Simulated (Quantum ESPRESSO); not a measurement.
**Effort and miss along a sweep of conv_thr: HfAu₂ (I4/mmm, 3 atoms in the cell)**

```xyz
3
Lattice="-1.7729 1.7729 4.3563 1.7729 -1.7729 4.3563 1.7729 1.7729 -4.3563" Properties=species:S:1:pos:R:3 pbc="T T T"
Hf     0.0000     0.0000     0.0000
Au     0.0000     0.0000     5.8144
Au     0.0000     0.0000     2.8982
```

Level of theory: LDA (PZ), GBRV 1.5 ultrasoft (LDA) pseudopotentials (plane waves; Quantum ESPRESSO).

Base settings: ecutwfc = 40 Ry; ecutrho = 320 Ry; occupations = smearing; smearing = marzari-vanderbilt; degauss = 0.0036749 Ry; potentials = {Hf: hf_lda_v1.uspp.F.UPF, Au: au_lda_v1.uspp.F.UPF}; K_POINTS = automatic 12 12 12 1 1 1; conv_thr = 1e-10 Ry; mixing_beta = 0.7.

Misses are taken against the tightest run, 1e-10 Ry, which need not be fully converged itself. The energy is the free energy per atom.

The count of work is k-points × plane waves × bands × iterations; it is no time, and leaves out set-up, grids and terms that scale otherwise. Core times come from one kind of shared machine and are given to one figure; runs under 30 s give none.

The starting cell comes from a database of computed structures (which also holds hypothetical and non-ambient phases and stackings), without a prior relaxation at this level. In the base run, with a pressure of about -8 GPa the cell is away from its equilibrium volume at this level.

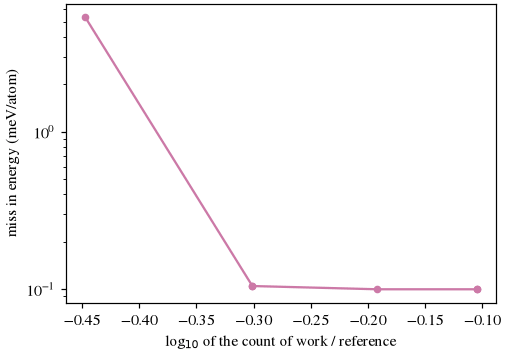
Fig. 1. Miss against the count of work; the reference run is not drawn, and misses under 0.1 meV/atom are drawn there.

```csv
conv_thr,energy less reference (meV/atom),pressure less reference (GPa),largest difference in the force on any atom (eV/Å),count of work / reference,core time / reference (rough)
0.0073 Ry,5.33,-14.02,0.108,0.36,0.4
0.00073 Ry,0.10,-1.37,0.214,0.50,0.4
7.3e-05 Ry,0.10,-1.37,0.214,0.50,0.5
7.3e-06 Ry,0.01,0.49,0.029,0.64,0.7
7.3e-07 Ry,0.00,-0.09,0.003,0.79,0.7
7.3e-08 Ry,0.00,-0.09,0.003,0.79,0.6
1e-10 Ry,0.00,0.00,0.000,1.0,1
```

Coarsest setting among those run that, with all tighter ones, holds the energy within 2 meV/atom of the reference: 0.00073 Ry, off by 0.10 meV/atom; its saving against the reference is no more than about a factor of 2 in the count of work.
